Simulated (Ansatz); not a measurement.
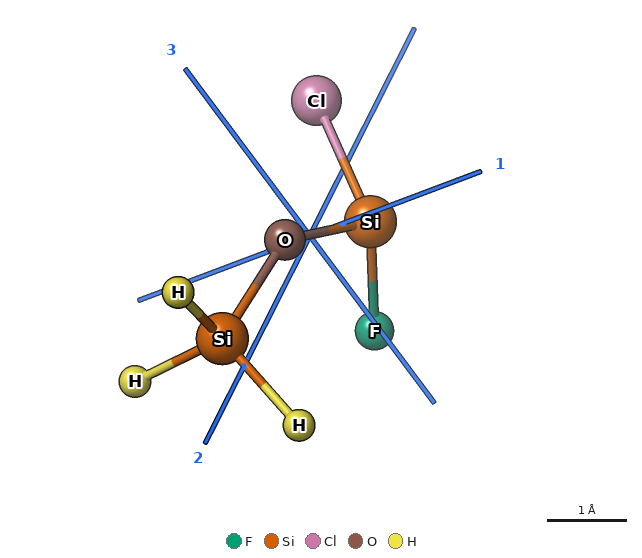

The three principal axes of inertia are drawn and numbered. Depth is shown by fading: the farther an atom, the more it takes the colour of the background. State: neutral, doublet. The geometry was computed by an optimisation with PBE-D4/def2-SVP. No frequency run is at hand to confirm it as a minimum. Masses are those of the most abundant isotopes; constants are for the rigid equilibrium geometry.

**Which line is the a axis (least moment of inertia), which b and which c?**

a is line 2, b is line 3, c is line 1; the moments are 108, 395, 467 u Å².

**What kind of rotor is it, and what are its rotational constants in MHz?**

An asymmetric top (C1): A = 4691, B = 1280, C = 1083 MHz. Ray's parameter κ is −0.89, close to the prolate limit.
